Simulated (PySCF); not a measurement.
**C5H11NSi (SMILES C=C/C(C)=N\C[SiH3]): density, localisation and related maps**

```xyz
18

C    -1.6922    1.9623    0.0834
C    -0.7936    1.0865   -0.3525
C    -0.7791   -0.3423   -0.0342
C    -1.9477   -0.9076    0.7223
N     0.1392   -1.1674   -0.3380
C     1.3395   -0.8460   -1.0196
Si    2.6733   -0.3350    0.2586
H    -2.5119    1.6854    0.7238
H    -1.6333    3.0050   -0.1830
H     0.0119    1.4396   -0.9834
H    -2.8761   -0.7176    0.1869
H    -1.8112   -1.9788    0.8355
H    -2.0164   -0.4522    1.7087
H     1.6671   -1.7585   -1.5252
H     1.2399   -0.0610   -1.7807
H     3.9327   -0.1497   -0.4667
H     2.7931   -1.3807    1.2700
H     2.2561    0.9243    0.8823
```

Geometry: GFN2-xTB.

Theory: PBE0/pcSseg-1, SCF density, gas phase, non-relativistic (PySCF 2.14.0).

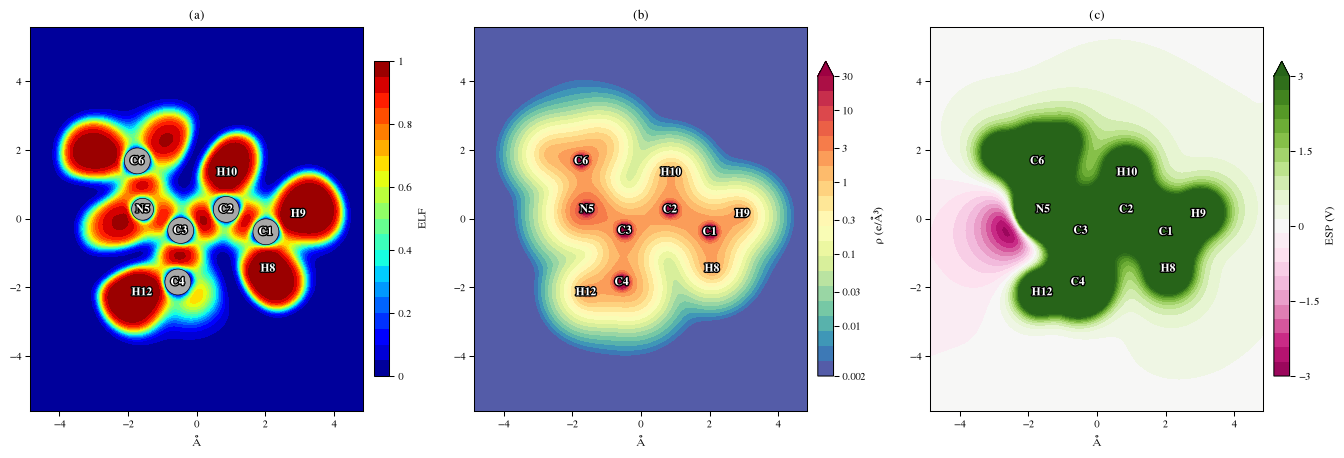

Figure 1. (a) electron localisation function; (b) electron density; (c) molecular electrostatic potential on the plane of atoms C3, C4 and H12. Grey discs cover the atomic cores in the ELF map.

### What do the fields say about this system?

- The section cuts through C, N and H sites.
- C–N (1.27 Å): the density is about 2.8 e/Å³ at the midpoint; the ELF peaks at about 0.90 between the atoms: a short, multiple covalent bond.
- C–C (1.33 Å): ρ is about 2.3 e/Å³ halfway; the ELF peaks at about 0.95 between the atoms: a short, multiple covalent bond.
- C–H (1.08 Å): ρ is about 2 e/Å³ halfway; the ELF climbs to about 1 towards the hydrogen, as it does in any bond to H: a covalent bond by its length.
- C–N (1.42 Å): the density is about 2 e/Å³ at the midpoint; the ELF peaks at about 0.90 between the atoms; localised, covalent bonding.
- C–C (1.46 Å): ρ at the midpoint is about 1.8 e/Å³; the ELF peaks at about 0.95 between the atoms, as expected for a covalent bond.
- The ELF also peaks beside N5, away from the bonds: lone-pair regions.
- Outside the dense part of the molecule the potential is most negative (−2.8 V) near N5.

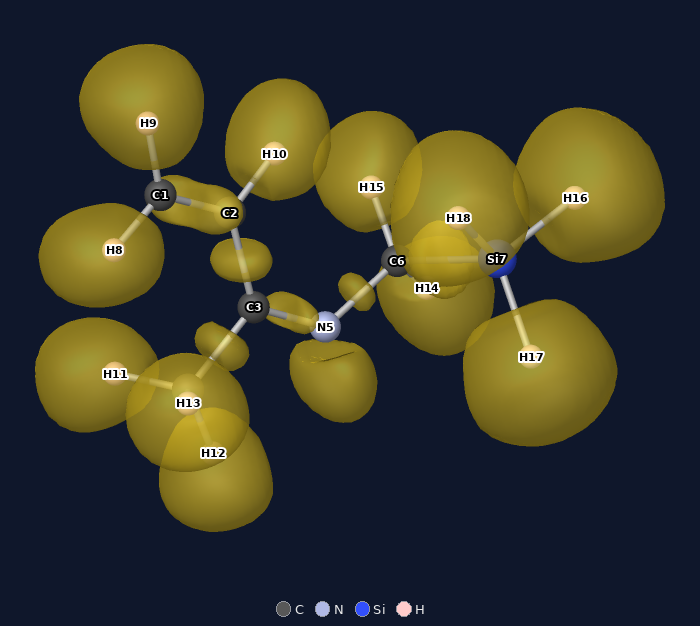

Figure 2. Isosurface of the electron localisation function at 0.85 (yellow), seen at a tilt. Core shells and regions of very low density are left out.

### Identify the bonds, lone pairs and shells in this picture.

At this value the surface marks out three regions between bonded C–C atoms (shared pairs), two regions between bonded C–N atoms (shared pairs), one region between bonded C–Si atoms (shared pairs), eleven regions around hydrogen nuclei and one lobe on N, pointing away from the bonds (lone pairs).

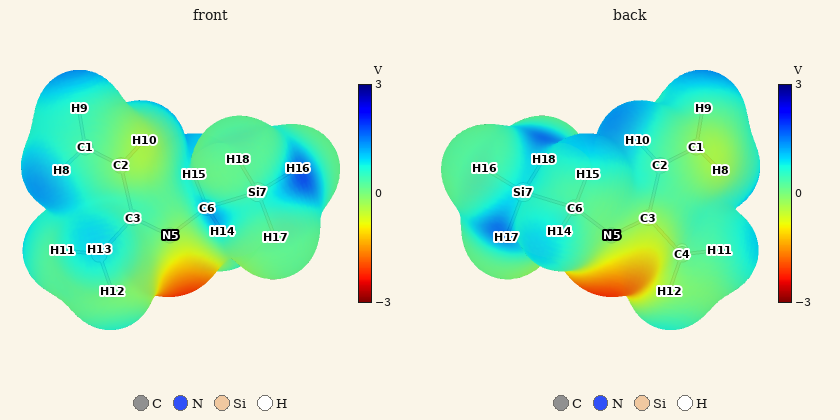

Figure 3. The molecular electrostatic potential painted on the density surface at 0.004 e/bohr³, seen from the front and from behind; red is negative and blue positive.

### Describe the electrostatic potential map.

The most negative region (about −2.1 V) lies over N5, the most positive (about +1.7 V) over Si7. N5 is the likeliest acceptor of a hydrogen bond.
